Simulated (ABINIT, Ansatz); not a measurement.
## A GW chain in ABINIT: WSe2 (P6_3/mmc)

Aim: the G0W0 gap of WSe2 (P6_3/mmc) on PBE, step by step.

Program: ABINIT 10.8.3. Level of theory: PBE and many-body steps on it, plane waves. Results are calculated unless marked as measured.

The database entry behind the starting cell differs from later determinations by our own check (a about 0.2 % long), so it need not match the best structure at ambient conditions.

### Step 1. The structure

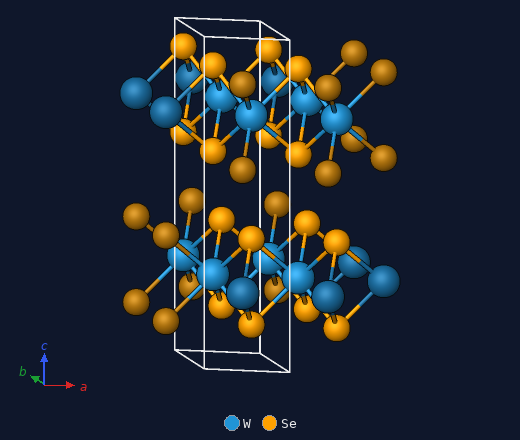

The starting structure, seen slightly off an axis (tungsten blue, selenium orange). 2×2×1 cells are drawn. Some periodic images of atoms are drawn too.

The cell and positions come from the Crystallography Open Database and are kept as given unless a step says otherwise. Spin-orbit coupling is left out unless a step names it.

### Step 2. Ground state

This step: ABINIT 10.8.3; DFT, PBE, plane waves, norm-conserving pseudopotentials.

The ground-state density comes first.

run.abi reads:

```
acell 3*1.0 Angstrom
rprim 
  3.290000000028 -0.000000000007 0.000000000000
  -1.645000000008 2.849223578479 0.000000000000
  0.000000000000 0.000000000000 12.970000000000
ntypat 2
znucl 74 34
natom 6
typat 1 1 2 2 2 2
xred 
  0.333333333333 0.666666666667 0.250000000000
  0.666666666667 0.333333333333 0.750000000000
  0.333333333333 0.666666666667 0.621000000000
  0.666666666667 0.333333333333 0.121000000000
  0.333333333333 0.666666666667 0.879000000000
  0.666666666667 0.333333333333 0.379000000000
pp_dirpath "pseudos"
pseudos "W.upf, Se.upf"
ecut 58
ngkpt 6 6 2
nshiftk 1
shiftk 0 0 0
kptopt 1
chksymbreak 0
nband 69
occopt 1
tolvrs 1e-08
nstep 60
prtwf 0
optforces 0
optstress 0
indata_prefix "in"
outdata_prefix "out"
tmpdata_prefix "tmp"
```

Started as:

```bash
OMP_NUM_THREADS=1 mpirun -n 14 abinit run.abi > log
```

Numbers of over 12 decimals in the logs are rounded to 6 here.

Output:

```text
.Version 10.8.3 of ABINIT. v10.8.2 released Aug 2026.

 Symmetries : space group P6_3/m m c (#194); Bravais hP (primitive hexag.)
================================================================================
 Values of the parameters that define the memory need of the present run
     intxc =       0    ionmov =       0      iscf =       7    lmnmax =       8
     lnmax =       8     mgfft =     180  mpssoang =       4    mqgrid =    8403
     natom =       6  nloc_mem =       1    nspden =       1   nspinor =       1
    nsppol =       1      nsym =      24    n1xccc =    2501    ntypat =       2
    occopt =       1   xclevel =       2
-    mband =          69        mffmem =           1         mkmem =           1
       mpw =       17347          nfft =      364500          nkpt =          14
================================================================================
  Rough estimation (10% accuracy) of disk space for files :
================================================================================

--------------------------------------------------------------------------------
------------- Echo of variables that govern the present computation ------------
--------------------------------------------------------------------------------
 -outvars: echo values of preprocessed input variables --------
            acell      1.8897261259E+00  1.8897261259E+00  1.8897261259E+00 Bohr

      chksymbreak           0
             ecut      5.80000000E+01 Hartree
-          fftalg         312

              ixc     -101130
              kpt      0.00000000E+00  0.00000000E+00  0.00000000E+00
                       1.66666667E-01  0.00000000E+00  0.00000000E+00
                       3.33333333E-01  0.00000000E+00  0.00000000E+00
                       5.00000000E-01  0.00000000E+00  0.00000000E+00
                       1.66666667E-01  1.66666667E-01  0.00000000E+00
                       3.33333333E-01  1.66666667E-01  0.00000000E+00
                       3.33333333E-01  3.33333333E-01  0.00000000E+00
                       0.00000000E+00  0.00000000E+00  5.00000000E-01
                       1.66666667E-01  0.00000000E+00  5.00000000E-01
                       3.33333333E-01  0.00000000E+00  5.00000000E-01
                       5.00000000E-01  0.00000000E+00  5.00000000E-01
[...]
kptrlatt        6    0    0      0    6    0      0    0    2
          kptrlen      3.73031937E+01
P           mkmem           1
            natom           6
            nband          69
            ngfft          45      45     180
             nkpt          14
            nstep          60
             nsym          24
           ntypat           2
              occ      2.000000  2.000000  2.000000  2.000000  2.000000  2.000000
                       2.000000  2.000000  2.000000  2.000000  2.000000  2.000000
                       2.000000  2.000000  2.000000  2.000000  2.000000  2.000000
                       2.000000  2.000000  2.000000  2.000000  2.000000  2.000000
                       2.000000  2.000000  2.000000  2.000000  2.000000  2.000000
                       2.000000  2.000000  2.000000  2.000000  2.000000  2.000000
                       2.000000  2.000000  2.000000  2.000000  2.000000  2.000000
                       2.000000  2.000000  2.000000  2.000000  2.000000  2.000000
                       2.000000  2.000000  2.000000  2.000000  2.000000  2.000000
                       2.000000  2.000000  2.000000  2.000000  2.000000  2.000000
                       2.000000  2.000000  0.000000  0.000000  0.000000  0.000000
[...]
optforces           0
        optstress           0
            prtwf           0
            rprim      3.2900000000E+00 -7.0000000000E-12  0.0000000000E+00
[...]
spgroup         194

           tolvrs      1.00000000E-08

             xred      3.3333333333E-01  6.6666666667E-01  2.5000000000E-01
[...]
znucl       74.00000   34.00000

================================================================================

 chkinp: Checking input parameters for consistency.

================================================================================
== DATASET  1 ==================================================================
-   mpi_nproc: 14, omp_nthreads: 1 (-1 if OMP is not activated)

--- !DatasetInfo
iteration_state: {dtset: 1, }
dimensions: {natom: 6, nkpt: 14, mband: 69, nsppol: 1, nspinor: 1, nspden: 1, mpw: 17347, }
cutoff_energies: {ecut:  58.0, pawecutdg:  -1.0, }
electrons: {nelect:   1.24000000E+02, charge:   0.00000000E+00, occopt:   1.00000000E+00, tsmear:   1.00000000E-02, }

 Real(R)+Recip(G) space primitive vectors, cartesian coordinates (Bohr,Bohr^-1):
 R(1)=  6.2171990  0.0000000  0.0000000  G(1)=  0.1608441  0.0928634  0.0000000
 R(2)= -3.1085995  5.3842522  0.0000000  G(2)=  0.0000000  0.1857268  0.0000000
 R(3)=  0.0000000  0.0000000 24.5097479  G(3)=  0.0000000  0.0000000  0.0408001
 Unit cell volume ucvol=  8.2046301E+02 bohr^3
 Angles (23,13,12)=  9.00000000E+01  9.00000000E+01  1.20000000E+02 degrees

 getcut: wavevector=  0.0000  0.0000  0.0000  ngfft=  45  45 180
         ecut(hartree)=     58.000   => boxcut(ratio)=   2.06433

--- Pseudopotential description ------------------------------------------------
[...]
--- l  ekb(1:nproj) -->
[...]
pspatm: atomic psp has been read  and splines computed

- Se Generated using ONCVPSP code by D. R. Hamann
- 34.00000  24.00000  171031                  znucl, zion, pspdat
12 -101130 2 -1 1214                          pspcod,pspxc,lmax,lloc,mmax
     nproj     2     2     2     0
  pspatm : epsatm=   25.39064422
         --- l  ekb(1:nproj) -->
[...]
pspatm: atomic psp has been read  and splines computed

   1.54971935E+04                                ecore*ucvol(ha*bohr**3)
--------------------------------------------------------------------------------

_setup2: Arith. and geom. avg. npw (full set) are   17307.181   17307.168

================================================================================

--- !BeginCycle
iteration_state: {dtset: 1, }
solver: {iscf: 7, nstep: 60, nline: 4, wfoptalg: 0, }
tolerances: {tolvrs: 1.00E-08, }

     iter   Etot(hartree)      deltaE(h)  residm     vres2
 ETOT  1  -1496.3491171612    -1.496E+03 2.895E+00 8.091E+02
 ETOT  2  -1504.7322363773    -8.383E+00 4.312E-02 1.665E+03
 ETOT  3  -1504.8550623619    -1.228E-01 6.662E-02 4.677E+02
 ETOT  4  -1504.8631270722    -8.065E-03 4.072E-02 2.266E+02
 ETOT  5  -1504.8748602753    -1.173E-02 5.548E-03 8.238E+00
 ETOT  6  -1504.8754248780    -5.646E-04 8.120E-03 1.199E+00
 ETOT  7  -1504.8754485021    -2.362E-05 2.026E-03 3.856E-02
 ETOT  8  -1504.8754502186    -1.717E-06 1.292E-03 1.505E-03
 ETOT  9  -1504.8754503410    -1.224E-07 1.665E-03 1.180E-05
 ETOT 10  -1504.8754503417    -7.044E-10 4.759E-03 2.650E-06
 ETOT 11  -1504.8754503419    -1.942E-10 1.889E-03 4.529E-08
 ETOT 12  -1504.8754503419     3.365E-11 3.605E-03 7.445E-09

 At SCF step   12       vres2   =  7.44E-09 < tolvrs=  1.00E-08 =>converged.

--- !ResultsGS
iteration_state: {dtset: 1, }
comment   : Summary of ground state results
lattice_vectors:
- [  6.2171990,  -0.0000000,   0.0000000, ]
- [ -3.1085995,   5.3842522,   0.0000000, ]
- [  0.0000000,   0.0000000,  24.5097479, ]
lattice_lengths: [   6.21720,    6.21720,   24.50975, ]
lattice_angles: [ 90.000,  90.000, 120.000, ] # degrees, (23, 13, 12)
lattice_volume:   8.2046301E+02
convergence: {deltae:  3.365E-11, res2:  7.445E-09, residm:  3.605E-03, diffor:  0.000E+00, }
etotal    :  -1.50487545E+03
entropy   :   0.00000000E+00
fermie    :   3.61147283E-01
cartesian_stress_tensor: null
pressure_GPa: null
xred      :
- [  3.3333E-01,   6.6667E-01,   2.5000E-01,  W]
- [  6.6667E-01,   3.3333E-01,   7.5000E-01,  W]
- [  3.3333E-01,   6.6667E-01,   6.2100E-01, Se]
- [  6.6667E-01,   3.3333E-01,   1.2100E-01, Se]
- [  3.3333E-01,   6.6667E-01,   8.7900E-01, Se]
- [  6.6667E-01,   3.3333E-01,   3.7900E-01, Se]
cartesian_forces: null
force_length_stats: {min: null, max: null, mean: null, }

 Integrated electronic density in atomic spheres:
 ------------------------------------------------
 Atom  Sphere_radius  Integrated_density
[...]
================================================================================

 ----iterations are completed or convergence reached----

 Mean square residual over all n,k,spin=   66.756E-07; max=  36.048E-04
 reduced coordinates (array xred) for    6 atoms
[...]
0.666666666667      0.333333333333      0.750000000000
       0.333333333333      0.666666666667      0.621000000000
       0.666666666667      0.333333333333      0.121000000000
       0.333333333333      0.666666666667      0.879000000000
       0.666666666667      0.333333333333      0.379000000000
 rms dE/dt=  0.0000E+00; max dE/dt=  0.0000E+00; dE/dt below (all hartree)
    1       0.000000000000      0.000000000000      0.000000000000
    2       0.000000000000      0.000000000000      0.000000000000
    3       0.000000000000      0.000000000000      0.000000000000
    4       0.000000000000      0.000000000000      0.000000000000
    5       0.000000000000      0.000000000000      0.000000000000
    6       0.000000000000      0.000000000000      0.000000000000

 cartesian coordinates (angstrom) at end:
    1      4e-12     1.899482     3.242500
    2      1.645000     0.949741     9.727500
    3      4e-12     1.899482     8.054370
    4      1.645000     0.949741     1.569370
    5      4e-12     1.899482    11.400630
    6      1.645000     0.949741     4.915630
 length scales=  1.889726125908  1.889726125908  1.889726125908 bohr
              =  1.000000000000  1.000000000000  1.000000000000 angstroms
 prteigrs : about to open file out_EIG
 Fermi (or HOMO) energy (hartree) =   0.36115   Average Vxc (hartree)=  -0.41983
 Eigenvalues (hartree) for nkpt=  14  k points:
 kpt#   1, nband= 69, wtk=  0.01389, kpt=  0.0000  0.0000  0.0000 (reduced coord)
  -7.29039   -7.29039   -7.29039   -7.29039   -5.06693   -5.06693   -5.06693   -5.06693
  -5.06693   -5.06693   -5.06693   -5.06693   -5.06548   -5.06548   -5.06548   -5.06548
  -2.37091   -2.37091   -1.39916   -1.39916   -1.39916   -1.39916   -1.39914   -1.39914
  -1.39913   -1.39913   -1.39792   -1.39792   -1.39791   -1.39791   -1.39788   -1.39788
  -1.39787   -1.39787   -1.39745   -1.39744   -1.39737   -1.39736   -1.05694   -1.05694
  -1.05194   -1.05194   -1.05194   -1.05194   -0.20054   -0.19132   -0.15729   -0.14185
   0.09886    0.13946    0.22806    0.26311    0.26311    0.26375    0.26375    0.30412
   0.30412    0.30615    0.30615    0.32068    0.32183    0.36115    0.45820    0.45846
   0.46005    0.46121    0.46151    0.46584    0.46920
 prteigrs : prtvol=0 or 1, do not print more k-points.

--- !EnergyTerms
iteration_state     : {dtset: 1, }
comment             : Components of total free energy in Hartree
kinetic             :  6.25794027483033E+02
hartree             :  5.72117172782426E+02
xc                  : -1.48629641281273E+02
Ewald energy        : -7.08466026466593E+02
psp_core            :  1.88883512588344E+01
local_psp           : -1.54329264058974E+03
non_local_psp       : -3.21286693528580E+02
total_energy        : -1.50487545034189E+03
total_energy_eV     : -4.09497471313478E+04
band_energy         : -2.52458523383537E+02

== END DATASET(S) ==============================================================
================================================================================

 -outvars: echo values of variables after computation  --------
           etotal     -1.5048754503E+03
            nband          69
             nkpt          14
          spgroup         194
 [... the other variables as echoed above ...]

 Calculation completed.
```

Elapsed: 82 s, on 14 MPI ranks of Arm Neoverse V2, shared host; peak memory 2.4 GiB.

Numbers from this step:

```yaml
total_energy: -40949.7471 eV
gap: 0.9782 eV
k_of_the_valence_top: 0, 0, 0
k_of_the_conduction_bottom: 0.1667, 0.1667, 0
least_direct_gap: 1.524 eV
```

The gap is indirect, with the least direct gap 0.55 eV higher.

### Step 3. Empty states on the mesh, 6×6×1 mesh, 466 bands

The sums over transitions need many empty states on a uniform mesh; this step solves for them.

Changes to run.abi since step 2:

```diff
@@ -19,3 +19,3 @@
 ecut 58
-ngkpt 6 6 2
+ngkpt 6 6 1
 nshiftk 1
@@ -24,9 +24,10 @@
 chksymbreak 0
-nband 69
-occopt 1
-tolvrs 1e-08
+iscf -2
+irdden 1
+istwfk *1
+nband 466
+nbdbuf 42
+tolwfr 1e-09
 nstep 60
-prtwf 0
-optforces 0
-optstress 0
+prtvol 0
 indata_prefix "in"
```

Started as:

```bash
OMP_NUM_THREADS=2 mpirun -n 7 abinit run.abi > log
```

Output:

```text
.Version 10.8.3 of ABINIT. v10.8.2 released Aug 2026.

 Symmetries : space group P6_3/m m c (#194); Bravais hP (primitive hexag.)
[... echo of the input left out ...]
== DATASET  1 ==================================================================
-   mpi_nproc: 7, omp_nthreads: 2 (-1 if OMP is not activated)

--- !DatasetInfo
iteration_state: {dtset: 1, }
dimensions: {natom: 6, nkpt: 7, mband: 466, nsppol: 1, nspinor: 1, nspden: 1, mpw: 17365, }
cutoff_energies: {ecut:  58.0, pawecutdg:  -1.0, }
electrons: {nelect:   1.24000000E+02, charge:   0.00000000E+00, occopt:   1.00000000E+00, tsmear:   1.00000000E-02, }

 Real(R)+Recip(G) space primitive vectors, cartesian coordinates (Bohr,Bohr^-1):
 R(1)=  6.2171990  0.0000000  0.0000000  G(1)=  0.1608441  0.0928634  0.0000000
 R(2)= -3.1085995  5.3842522  0.0000000  G(2)=  0.0000000  0.1857268  0.0000000
 R(3)=  0.0000000  0.0000000 24.5097479  G(3)=  0.0000000  0.0000000  0.0408001
 Unit cell volume ucvol=  8.2046301E+02 bohr^3
 Angles (23,13,12)=  9.00000000E+01  9.00000000E+01  1.20000000E+02 degrees

 getcut: wavevector=  0.0000  0.0000  0.0000  ngfft=  45  45 180
         ecut(hartree)=     58.000   => boxcut(ratio)=   2.06433

--- Pseudopotential description ------------------------------------------------
- W Generated using ONCVPSP code by D. R. Hamann
- 74.00000  14.00000  171031                  znucl, zion, pspdat
12 -101130 3 -1 1396                          pspcod,pspxc,lmax,lloc,mmax
     nproj     2     2     2     2
  pspatm : epsatm=   11.70739509
         --- l  ekb(1:nproj) -->
             0   12.992056    1.844411
             1    9.080024    1.409692
             2    4.470007    0.514403
[...]
pspatm: atomic psp has been read  and splines computed

- Se Generated using ONCVPSP code by D. R. Hamann
- 34.00000  24.00000  171031                  znucl, zion, pspdat
12 -101130 2 -1 1214                          pspcod,pspxc,lmax,lloc,mmax
     nproj     2     2     2     0
  pspatm : epsatm=   25.39064422
         --- l  ekb(1:nproj) -->
[...]
pspatm: atomic psp has been read  and splines computed

--------------------------------------------------------------------------------

================================================================================
 prteigrs : about to open file out_EIG
 Non-SCF case, kpt    1 (  0.00000  0.00000  0.00000), residuals and eigenvalues=
  3.46E-10  3.18E-10  1.98E-10  2.43E-10  3.44E-10  3.46E-10  3.07E-10  1.94E-10
  8.85E-10  1.91E-10  2.63E-10  1.70E-10  3.79E-10  2.30E-10  9.22E-10  3.85E-10
  4.28E-10  5.96E-10  4.76E-10  7.54E-10  4.72E-10  3.52E-10  4.75E-10  5.19E-10
[...]
1.29E-03  2.16E-03
 -7.2904E+00 -7.2904E+00 -7.2904E+00 -7.2904E+00 -5.0669E+00 -5.0669E+00
 -5.0669E+00 -5.0669E+00 -5.0669E+00 -5.0669E+00 -5.0669E+00 -5.0669E+00
 -5.0655E+00 -5.0655E+00 -5.0655E+00 -5.0655E+00 -2.3709E+00 -2.3709E+00
[...]
4.6171E+00  4.6222E+00  4.6518E+00  4.6655E+00  4.6831E+00  4.6842E+00
  4.6889E+00  4.6958E+00  4.6967E+00  4.6990E+00  4.7006E+00  4.7021E+00
  4.7036E+00  4.7093E+00  4.7148E+00  4.7234E+00
 prteigrs : prtvol=0 or 1, do not print more k-points.

--- !ResultsGS
iteration_state: {dtset: 1, }
comment   : Summary of ground state results
lattice_vectors:
- [  6.2171990,  -0.0000000,   0.0000000, ]
- [ -3.1085995,   5.3842522,   0.0000000, ]
- [  0.0000000,   0.0000000,  24.5097479, ]
lattice_lengths: [   6.21720,    6.21720,   24.50975, ]
lattice_angles: [ 90.000,  90.000, 120.000, ] # degrees, (23, 13, 12)
lattice_volume:   8.2046301E+02
convergence: {deltae:  0.000E+00, res2:  0.000E+00, residm:  9.995E-10, diffor:  0.000E+00, }
etotal    :  -1.50487545E+03
entropy   :   0.00000000E+00
fermie    :   3.61147283E-01
cartesian_stress_tensor: null
pressure_GPa: null
xred      :
- [  3.3333E-01,   6.6667E-01,   2.5000E-01,  W]
- [  6.6667E-01,   3.3333E-01,   7.5000E-01,  W]
- [  3.3333E-01,   6.6667E-01,   6.2100E-01, Se]
- [  6.6667E-01,   3.3333E-01,   1.2100E-01, Se]
- [  3.3333E-01,   6.6667E-01,   8.7900E-01, Se]
- [  6.6667E-01,   3.3333E-01,   3.7900E-01, Se]
cartesian_forces: null
force_length_stats: {min: null, max: null, mean: null, }

 Integrated electronic density in atomic spheres:
 ------------------------------------------------
 Atom  Sphere_radius  Integrated_density
[...]
================================================================================

 ----iterations are completed or convergence reached----

 Mean square residual over all n,k,spin=   49.859E-11; max=  99.954E-11
 reduced coordinates (array xred) for    6 atoms
[...]
0.333333333333      0.666666666667      0.879000000000
       0.666666666667      0.333333333333      0.379000000000

 cartesian coordinates (angstrom) at end:
    1      4e-12     1.899482     3.242500
    2      1.645000     0.949741     9.727500
    3      4e-12     1.899482     8.054370
    4      1.645000     0.949741     1.569370
    5      4e-12     1.899482    11.400630
    6      1.645000     0.949741     4.915630
 length scales=  1.889726125908  1.889726125908  1.889726125908 bohr
              =  1.000000000000  1.000000000000  1.000000000000 angstroms
 prteigrs : about to open file out_EIG
 Eigenvalues (hartree) for nkpt=   7  k points:
 kpt#   1, nband=466, wtk=  0.02778, kpt=  0.0000  0.0000  0.0000 (reduced coord)
[...]
4.60749    4.61714    4.61714    4.62220    4.65183    4.66550    4.68308    4.68415
   4.68886    4.69581    4.69668    4.69898    4.70059    4.70211    4.70362    4.70931
   4.71480    4.72339
 prteigrs : prtvol=0 or 1, do not print more k-points.

== END DATASET(S) ==============================================================
================================================================================

 -outvars: echo values of variables after computation  --------
            nband         466
             nkpt           7
          spgroup         194
 [... the other variables as echoed above ...]

 Calculation completed.
```

Wall time 7.2 min (7 MPI ranks); peak memory 1.8 GiB.

This step gave:

| Property | Result |
| --- | --- |
| gap | 0.9782 eV |
| k of the valence top | 0, 0, 0 |
| k of the conduction bottom | 0.1667, 0.1667, 0 |
| least direct gap | 1.524 eV |
| k points computed | 7 |
| lowest point of the top converged band, above the valence top | 106.7282 eV |

On this mesh the gap is 0.978 eV.

[end of part 1 of 2]

[Paths, hosts, dates, memory and timing lines, banners, echoed tables and standing remarks are left out of the program output.]

[Logs are printed without paths, hosts, clocks, repeated set-up lines and the standing remarks that a program may print on its own settings, such as how far it seeks lower states.]

[Runs of the session that timed out or met a known fault of the program may be left out.]

[Hosts, paths, dates, database ids (printed as entryN), source tags and the programs' standing remarks are cut or masked in the printed files.]

[G0W0 gaps are taken among the corrected bands and points alone; a level outside them can change the order at an edge.]

[Where Ansatz stands beside ABINIT at settings called matched, ABINIT's density can come from a denser mesh and the files from another edition; pairs whose starting gaps differed by over 0.03 eV were left out, so agreement reads better than it is.]
